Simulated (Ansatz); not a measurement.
**C$_{7}$H$_{15}$NOSi (SiEt3(NCO)): density, localisation and related maps**

Input file:

```
crystal:
  periodic: [false, false, false]
  atoms:
    - {symbol: Si, position_ang: [0.043859, 0.073946, 0.033252]}
    - {symbol: C, position_ang: [-0.191116, 0.090496, 1.911068]}
    - {symbol: C, position_ang: [0.298313, -1.171260, 2.635254]}
    - {symbol: H, position_ang: [-1.272533, 0.256608, 2.110955]}
    - {symbol: H, position_ang: [0.326656, 0.995762, 2.301219]}
    - {symbol: H, position_ang: [0.106350, -1.122119, 3.726890]}
    - {symbol: H, position_ang: [-0.209339, -2.079246, 2.249831]}
    - {symbol: H, position_ang: [1.389048, -1.326629, 2.502384]}
    - {symbol: C, position_ang: [1.866306, -0.117055, -0.439772]}
    - {symbol: C, position_ang: [2.131880, -0.270908, -1.943671]}
    - {symbol: H, position_ang: [2.265993, -0.994414, 0.114697]}
    - {symbol: H, position_ang: [2.407772, 0.765853, -0.031015]}
    - {symbol: H, position_ang: [3.210734, -0.411892, -2.160920]}
    - {symbol: H, position_ang: [1.592182, -1.146110, -2.360231]}
    - {symbol: H, position_ang: [1.797336, 0.620122, -2.514362]}
    - {symbol: C, position_ang: [-0.732169, 1.596558, -0.779534]}
    - {symbol: C, position_ang: [-2.244696, 1.745002, -0.565016]}
    - {symbol: H, position_ang: [-0.498191, 1.551447, -1.865933]}
    - {symbol: H, position_ang: [-0.189939, 2.489576, -0.394378]}
    - {symbol: H, position_ang: [-2.652634, 2.635698, -1.085807]}
    - {symbol: H, position_ang: [-2.792753, 0.858597, -0.945346]}
    - {symbol: H, position_ang: [-2.500681, 1.850694, 0.509679]}
    - {symbol: N, position_ang: [-0.801311, -1.334374, -0.584339]}
    - {symbol: C, position_ang: [-1.387762, -2.302881, -1.005602]}
    - {symbol: O, position_ang: [-1.963285, -3.253481, -1.419314]}
basis:
  gaussian: {orbitals: def2-TZVP, fitting: {mean_field: def2-universal-jkfit}, initial_orbitals: start.molden}
hamiltonian: {xc: pbe0, dispersion: d4}
scf: {omitted_lower_state_checks: [starts]}
output: {orbitals: {seedname: orbitals}}
```

Launched as:

```sh
ansatz run in.yaml --threads 2 --pin off --events-out ev --progress --plain --max-ram 32768MiB --backend cuda --devices 0, --max-vram 18GiB
```

Geometry: PBE-D4/def2-SVP.

Theory: RKS PBE0-D4/def2-TZVP (Ansatz 0.2.0).

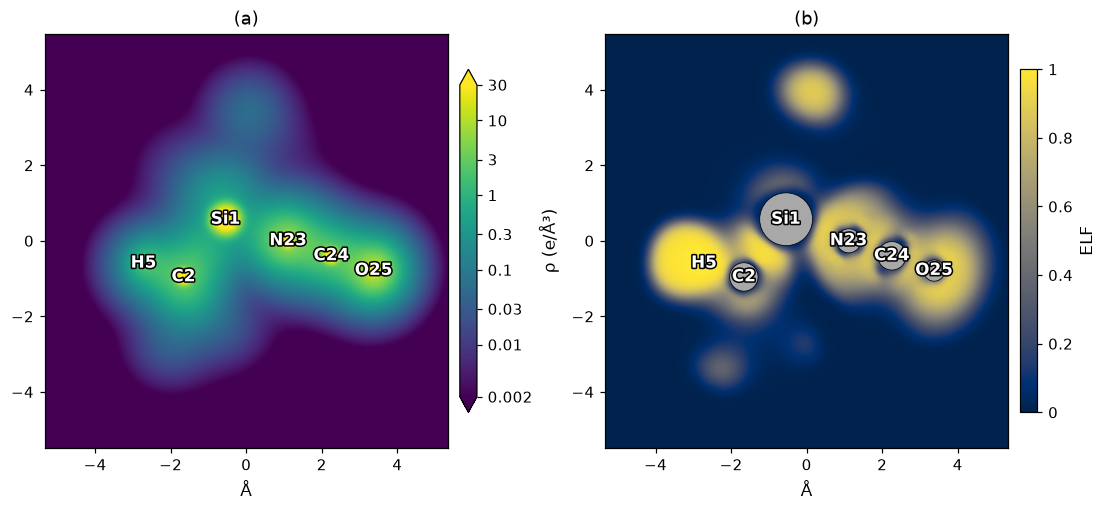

Figure 1. (a) total electron density; (b) electron localisation function on the plane of atoms C2, Si1 and N23. Grey discs cover the atomic cores in the ELF map.

### Describe what can be read from this map.

Atoms in the plane: Si, C, H, N and O. C–O (1.19 Å): the density is about 3.5 e/Å³ at the midpoint; the ELF peaks at about 0.85 between the atoms; a multiple bond. C–N (1.21 Å): ρ is about 3.1 e/Å³ halfway; the ELF peaks at about 0.85 between the atoms (a short, multiple covalent bond). Si–N (1.75 Å): the density is about 0.96 e/Å³ at the midpoint; the ELF peaks at about 0.90 between the atoms; a polar covalent bond. C–Si (1.89 Å): the density is about 0.97 e/Å³ at the midpoint; the ELF peaks at about 0.95 between the atoms; localised, covalent bonding. C–H (1.11 Å): ρ is about 1.9 e/Å³ halfway; the ELF climbs to about 1 towards the hydrogen, as it does in any bond to H: a covalent bond by its length. The ELF also peaks beside O25 and N23, away from the bonds: lone-pair regions.

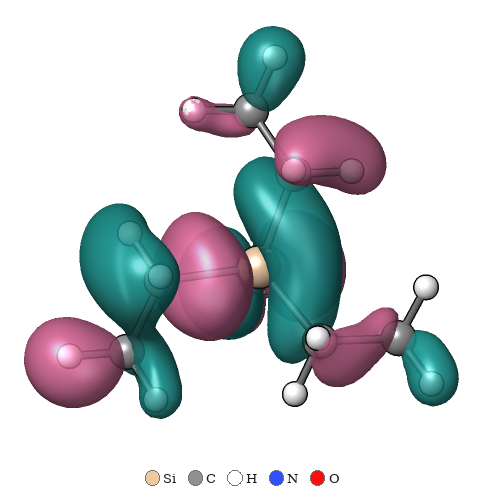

Figure 2. The HOMO at ±0.06 Å⁻³ᐟ² (teal and pink are the two phases), seen across its widest extent.

### What is the character of this orbital?

Its weight (Hirshfeld) is mainly on C16 (about 20 %), N23 (about 15 %), Si1 (about 15 %) and O25 (about 10 %). It is one of a degenerate set, so its orientation is arbitrary. Its energy is −7.81 eV.
